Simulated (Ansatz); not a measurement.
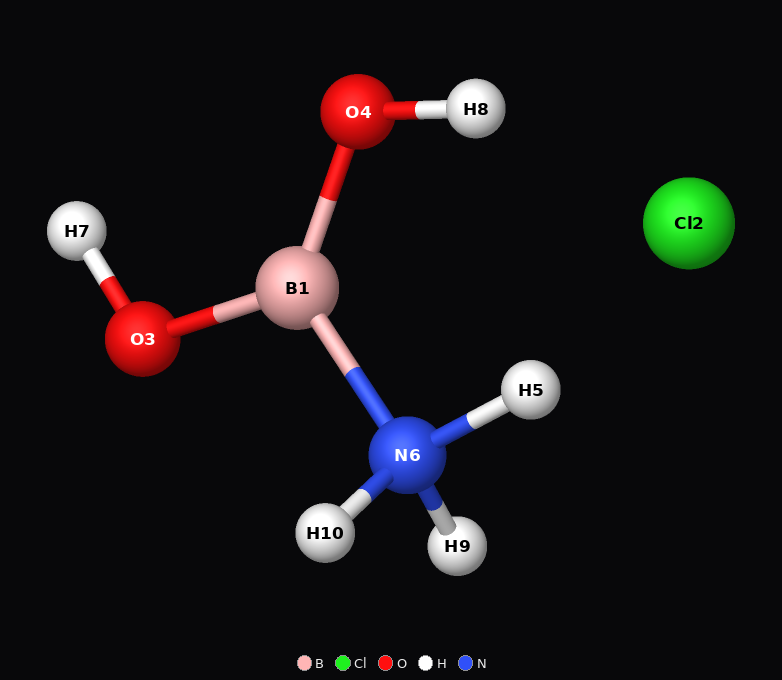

Harmonic vibrations computed with RKS PBE0-D4/def2-TZVP (Ansatz 0.2.0) at a stationary point of the same level.

How many imaginary frequencies does it have?

A minimum: no imaginary frequency, and the lowest mode lies at 36 cm⁻¹.

How many vibrational modes are there, and where do they lie?

24 modes: 36, 190, 253, 289, 405, 500, 506, 609, 776, 874, 973, 1006, 1022, 1145, 1349, 1423, 1544, 1554, 1624, 1896, 3117, 3506, 3575, 3873 cm⁻¹.
